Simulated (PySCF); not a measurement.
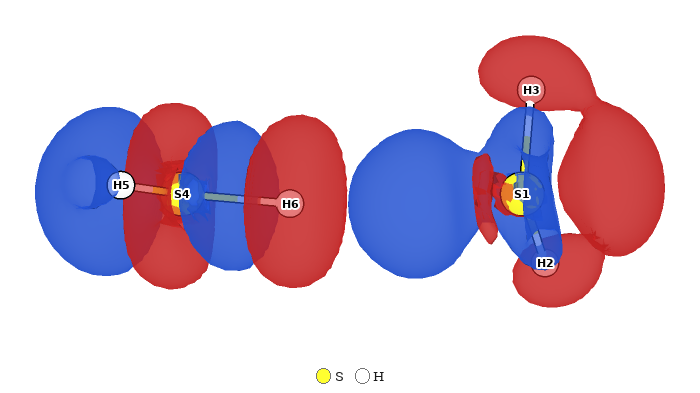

Figure. H₄S₂, SMILES `S.S`. Density of the complex less the densities of the two fragments at the same geometry, ±0.002 e/Å³ (blue: gain, red: loss). Fragment A: H2S (atoms 1–3); fragment B: H2S.

Method: PBE/def2-SVPD; geometry: GFN2-xTB; program: PySCF. GFN2-xTB bond lengths at metals and heavier atoms can be off by up to 0.1 Å and shapes distorted, which carries into these values.

Which way does charge flow?

Answer. Hirshfeld charges show 0.021 e passing from A to B. By Hirshfeld charges, electrons gather most on S4 (−0.025 e) and leave H6 most (+0.008 e); 0.06 e is displaced in all, which induces a dipole of 0.68 D.

What is the interaction energy, and which contacts carry it?

Answer. The counterpoise-corrected interaction energy of the frozen fragments is −1.4 kcal/mol without dispersion correction and −2.2 kcal/mol with D3(BJ). The pair geometry is semi-empirical, not a minimum at this level. Contacts: S1···H6, hydrogen bond, 2.56 Å, ρ = 0.016 a.u. The pose is a local one from a semi-empirical search, not shown to be the most stable.
